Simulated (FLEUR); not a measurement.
Band structure of NbRu3 (P6_3/mmc, 8 atoms in the cell).

```
NbRu3
1.0
    5.56044     0.00000     0.00000
   -2.78022     4.81548     0.00000
    0.00000     0.00000     4.38106
Nb Ru
2 6
Direct
  0.33333   0.66667   0.75000
  0.66667   0.33333   0.25000
  0.16473   0.32945   0.25000
  0.83527   0.67055   0.75000
  0.83527   0.16473   0.75000
  0.16473   0.83527   0.25000
  0.67055   0.83527   0.25000
  0.32945   0.16473   0.75000
```

Level of theory: PBEsol, all-electron FLAPW (FLEUR), scalar-relativistic valence run with FLEUR.

Settings: Kmax = 4.2 1/bohr; GmaxXC = 14.7 1/bohr; xcFunctional = PBEs; jspins = 1; l_soc = F; mode = hist; fermiSmearingEnergy = 0.00367493 Htr; mesh (inpgen div1-3) = 4 4 5; inpgen gamma flag = true; Gmax = 14.7 1/bohr; numbands = 0; maxIterBroyd = 99; imix = Anderson; alpha = 0.05.

The starting cell comes from a database of computed structures (which also holds hypothetical and non-ambient phases and stackings), without a prior relaxation at this level. Spin polarisation is off. Values depend on the basis (sphere radii, cutoffs, local orbitals), which need not be converged.

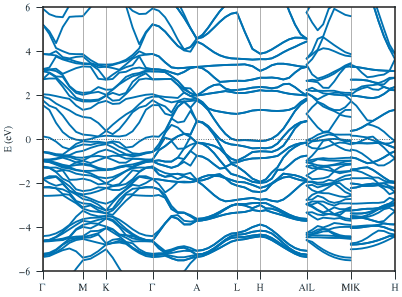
Bands along the path, energies from the Fermi level.

Levels in eV from the Fermi level, bands 53 to 60:
| point | 53 | 54 | 55 | 56 | 57 | 58 | 59 | 60 |
|---|---|---|---|---|---|---|---|---|
| Γ | -0.58 | -0.57 | -0.57 | 0.14 | 1.56 | 1.78 | 1.94 | 2.06 |
| M | -0.83 | -0.52 | -0.23 | -0.08 | -0.05 | 0.22 | 1.02 | 1.34 |
| K | -0.46 | -0.22 | -0.16 | -0.16 | 0.17 | 0.38 | 0.38 | 1.75 |
| A | 0.83 | 0.83 | 0.83 | 0.83 | 1.78 | 1.78 | 1.86 | 1.86 |
| L | -0.97 | -0.97 | -0.26 | -0.26 | -0.04 | -0.04 | 1.16 | 1.16 |
| H | -0.54 | -0.54 | -0.39 | -0.39 | -0.08 | -0.08 | 1.34 | 1.34 |
